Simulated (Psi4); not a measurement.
# BHLYP/aug-cc-pVTZ run of HOF (hypofluorous acid)

Aim: the energy change on altering one bond length of HOF (hypofluorous acid) at BHLYP/aug-cc-pVTZ, from 2 runs. 

Program for the calculation: Psi4 1.11.

**1. The system as given**

The species is HOF (3 atoms), meant as a singlet with charge 0. As SMILES, `OF`. Geometry: relaxed at PBE0-D4/def2-TZVP.

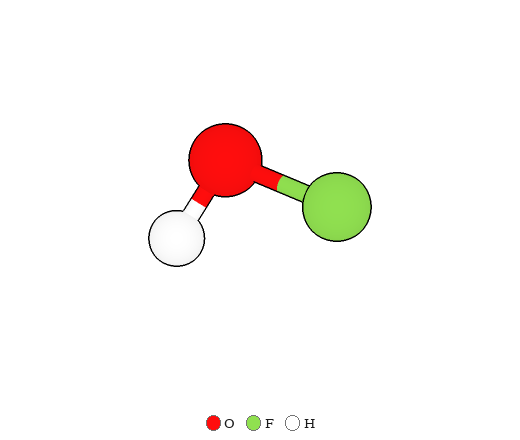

The structure, seen from a chosen angle (oxygen red, fluorine green, hydrogen white).

**2. The energy at BHLYP/aug-cc-pVTZ**

The input, run.py:

```python
import psi4

psi4.set_memory(1600000000)
psi4.set_num_threads(1)
psi4.set_output_file('psi4.out', False)

m = psi4.geometry("""
0 1
O      0.81369717    -0.39748499     0.40880445
F     -0.41934912     1.91735392    -0.02074919
H     -0.39436694    -1.51986893    -0.38805526
units au
symmetry c1
no_reorient
no_com
""")

psi4.set_options({
    'basis': 'aug-cc-pVTZ',
    'puream': True,
    'e_convergence': 1e-09,
    'd_convergence': 1e-08,
    'scf_type': 'pk',
    'dft_radial_points': 99,
    'dft_spherical_points': 590,
})

E = psi4.energy("BHHLYP", molecule=m)
print(f'total energy {E:.8f} hartree = {E * 27.211386:.5f} eV')
for k, v in sorted(psi4.core.scalar_variables().items()):
    print(f'{k:45s} {v:18.10f}')
```

Command:

```console
$ python run.py
```

psi4.out:

```text
[...]
  Running in c1 symmetry.
[...]
  Nuclear repulsion =   34.062701197293578
[...]
  Multiplicity = 1
[...]
  Nalpha       = 9
  Nbeta        = 9
[...]
    Number of basis functions: 115
[...]
   @RKS iter   1:  -175.49305096365342   -4.77643e-01   2.79384e-03 DIIS/ADIIS
[...]
   @RKS iter  11:  -175.52773874724826   -2.98428e-12   3.20501e-09 DIIS
[...]
    Orbital Energies [Eh]
    ---------------------
    Doubly Occupied:
       1A    -25.361343     2A    -19.806727     3A     -1.425299
       4A     -1.117071     5A     -0.664835     6A     -0.595269
       7A     -0.589044     8A     -0.484929     9A     -0.418065
[...]
  @RKS Final Energy:  -175.52773874724826
   => Energetics <=
    Nuclear Repulsion Energy =             34.0627011972935776
    One-Electron Energy =                -311.0698557449937312
    Two-Electron Energy =                 111.4651132771405315
    DFT Exchange-Correlation Energy =      -9.9856974766886246
    Empirical Dispersion Energy =           0.0000000000000000
    VV10 Nonlocal Energy =                  0.0000000000000000
    Total Energy =                       -175.5277387472482644
[...]
 Multipole Moments:
 ------------------------------------------------------------------------------------
     Multipole            Electronic (a.u.)      Nuclear  (a.u.)        Total (a.u.)
 ------------------------------------------------------------------------------------
 L = 1.  Multiply by 2.5417464519 to convert [e a0] to [Debye]
 Dipole X            :         -2.6748986            2.3410683           -0.3338303
 Dipole Y            :        -13.2176419           12.5564364           -0.6612054
 Dipole Z            :         -2.9547717            2.6956376           -0.2591341
 Magnitude           :                                                    0.7847202
[...]
```

On the terminal:

```text
total energy -175.52773875 hartree = -4776.35305 eV
CURRENT ENERGY                                   -175.5277387472
CURRENT REFERENCE ENERGY                         -175.5277387472
DD SOLVATION ENERGY                                 0.0000000000
DFT FUNCTIONAL TOTAL ENERGY                      -175.5277387472
DFT TOTAL ENERGY                                 -175.5277387472
DFT VV10 ENERGY                                     0.0000000000
DFT XC ENERGY                                      -9.9856974767
GRID ELECTRONS ALPHA                                9.0000000158
GRID ELECTRONS BETA                                 9.0000000158
GRID ELECTRONS TOTAL                               18.0000000317
NUCLEAR REPULSION ENERGY                           34.0627011973
ONE-ELECTRON ENERGY                              -311.0698557450
PCM POLARIZATION ENERGY                             0.0000000000
PE ENERGY                                           0.0000000000
SCF ITERATION ENERGY                             -175.5277387472
SCF ITERATIONS                                     11.0000000000
SCF TOTAL ENERGY                                 -175.5277387472
TWO-ELECTRON ENERGY                               111.4651132771
XC GRID RADIAL POINTS                              99.0000000000
XC GRID SPHERICAL POINTS                          590.0000000000
XC GRID TOTAL POINTS                           171955.0000000000
```

Run time: 21 s. Hardware: 1 thread of Intel Xeon Platinum 8259CL at 2.50GHz (Skylake/Cascade Lake), shared host; peak memory 0.68 GiB.

**3. The distorted shape**

The input, job.json:

```json
{
 "schema_name": "qcschema_input",
 "schema_version": 1,
 "molecule": {
  "schema_name": "qcschema_molecule",
  "schema_version": 2,
  "symbols": ["O", "F", "H"],
  "geometry": [0.99487466, -0.22915764, 0.52831262, -0.23817163, 2.08568128, 0.09875898, -0.39436694, -1.51986893, -0.38805526],
  "molecular_charge": 0,
  "molecular_multiplicity": 1,
  "fix_symmetry": "c1",
  "fix_com": true,
  "fix_orientation": true
 },
 "driver": "energy",
 "model": {
  "method": "bhhlyp",
  "basis": "aug-cc-pVTZ"
 },
 "keywords": {
  "puream": true,
  "e_convergence": 1e-09,
  "d_convergence": 1e-08,
  "scf_type": "pk",
  "dft_radial_points": 99,
  "dft_spherical_points": 590,
  "scf_properties": ["LOWDIN_CHARGES", "MAYER_INDICES", "QUADRUPOLE"]
 }
}
```

Command:

```console
$ psi4 --qcschema job.json -n 1 --memory 1600MB
```

stdout:

```text
[...]
  Running in c1 symmetry.
[...]
  Nuclear repulsion =   33.360956476562173
[...]
  Multiplicity = 1
[...]
  Nalpha       = 9
  Nbeta        = 9
[...]
    Number of basis functions: 115
[...]
   @RKS iter   1:  -175.47497220450876   -5.27680e-01   2.70453e-03 DIIS/ADIIS
[...]
   @RKS iter  11:  -175.51080077315888   -2.84217e-12   2.64462e-09 DIIS
[...]
    Orbital Energies [Eh]
    ---------------------
    Doubly Occupied:
       1A    -25.356418     2A    -19.814247     3A     -1.416770
       4A     -1.086652     5A     -0.641085     6A     -0.589622
       7A     -0.584052     8A     -0.471688     9A     -0.411840
[...]
  @RKS Final Energy:  -175.51080077315888
   => Energetics <=
    Nuclear Repulsion Energy =             33.3609564765621727
    One-Electron Energy =                -309.8335467168753325
    Two-Electron Energy =                 110.9177720295888747
    DFT Exchange-Correlation Energy =      -9.9559825624346399
    Empirical Dispersion Energy =           0.0000000000000000
    VV10 Nonlocal Energy =                  0.0000000000000000
    Total Energy =                       -175.5108007731588771
[...]
 Multipole Moments:
 ------------------------------------------------------------------------------------
     Multipole            Electronic (a.u.)      Nuclear  (a.u.)        Total (a.u.)
 ------------------------------------------------------------------------------------
 L = 1.  Multiply by 2.5417464519 to convert [e a0] to [Debye]
 Dipole X            :         -5.7912339            5.4210857           -0.3701482
 Dipole Y            :        -16.1274531           15.4180015           -0.7094517
 Dipole Z            :         -5.0119753            4.7272765           -0.2846988
 Magnitude           :                                                    0.8493437
 L = 2.  Multiply by 1.3450342976 to convert [e a0^2] to [Debye ang]
 Quadrupole XX       :        -16.9127158            8.5842615           -8.3284543
 Quadrupole XY       :          6.1623321           -5.6952300            0.4671021
[...]
```

The result, in JSON:

```text
{
 "driver": "energy",
 "model": {
  "method": "bhhlyp",
  "basis": "aug-cc-pVTZ"
 },
 "success": true,
 "return_result": -175.51080077315888,
 "properties": {
  "calcinfo_nbasis": 115,
  "calcinfo_nmo": 115,
  "calcinfo_nalpha": 9,
  "calcinfo_nbeta": 9,
  "calcinfo_natom": 3,
  "nuclear_repulsion_energy": 33.36095647656217,
  "return_energy": -175.51080077315888,
  "scf_one_electron_energy": -309.83354671687533,
  "scf_two_electron_energy": 110.91777202958887,
  "scf_xc_energy": -9.95598256243464,
  "scf_dipole_moment": [-0.37014821558189404, -0.7094516622728957, -0.28469876437706976],
  "scf_total_energy": -175.51080077315888,
  "scf_iterations": 11
 }
}
```

It took 19 s on 1 thread of Intel Xeon Platinum 8259CL at 2.50GHz (Skylake/Cascade Lake), shared host; peak memory 0.68 GiB.

**4. Results**

At BHLYP/aug-cc-pVTZ:

| quantity | value |
| --- | --- |
| first shape: total energy | -175.52774 Eh |
| first shape: dipole moment | 1.99 D |
| first shape: HOMO energy | -11.38 eV |
| first shape: LUMO energy | -0.15 eV |
| first shape: HOMO–LUMO gap | 11.23 eV |
| distorted shape: total energy | -175.51080 Eh |
| distorted shape: dipole moment | 2.16 D |
| distorted shape: HOMO energy | -11.21 eV |
| distorted shape: LUMO energy | -0.43 eV |
| distorted shape: HOMO–LUMO gap | 10.77 eV |
| energy change with the O1–H3 bond stretched from 0.969 to 1.115 Å | 0.461 eV |

**Reading.** With the O1–H3 bond stretched from 0.969 to 1.115 Å the energy rises by 0.46 eV (44.5 kJ/mol). The first shape isn't relaxed at this level, so the change isn't measured from a minimum.
